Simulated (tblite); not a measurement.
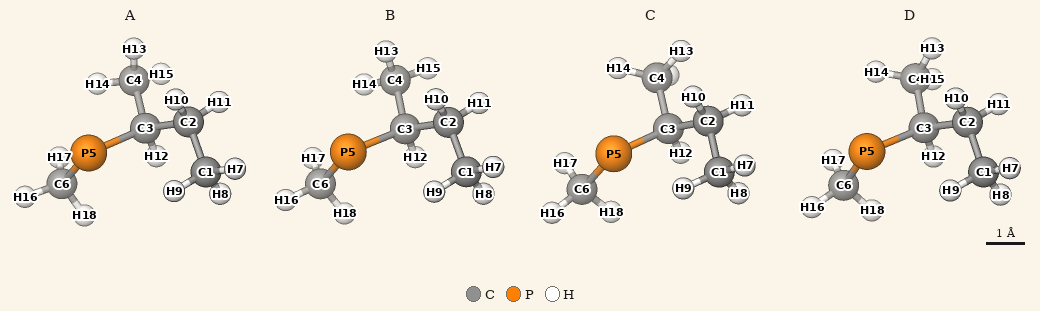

4 geometries from one relaxation of C5H12P (charge −1), in shuffled order. A ball-and-stick model, seen at a tilt.

Method: GFN2-xTB geometry optimisation, gas phase (tblite). 

> Order the frames from highest to lowest energy.

C, D, A, B. They are steps 0, 34, 49, 97, at +0.690 eV, +0.100 eV, +0.040 eV relative to the last. H13 moves most after the best rigid fit: 0.96 Å. By element the largest moves are H 0.96 Å, P 0.26 Å, C 0.20 Å. Some distances before and after: C3–P5 1.813 → 1.895 Å, P5–C6 1.795 → 1.864 Å, C6–H18 1.119 → 1.094 Å, C1–H8 1.114 → 1.090 Å. Among the angles between lasting bonds that change: C3–P5–C6 106.3° → 95.6°, P5–C6–H16 114.5° → 107.0°, C2–C1–H7 105.9° → 111.6°. Groups turn about C3–C4 by about 55°. After 97 geometry steps the energy has fallen by 0.690 eV.
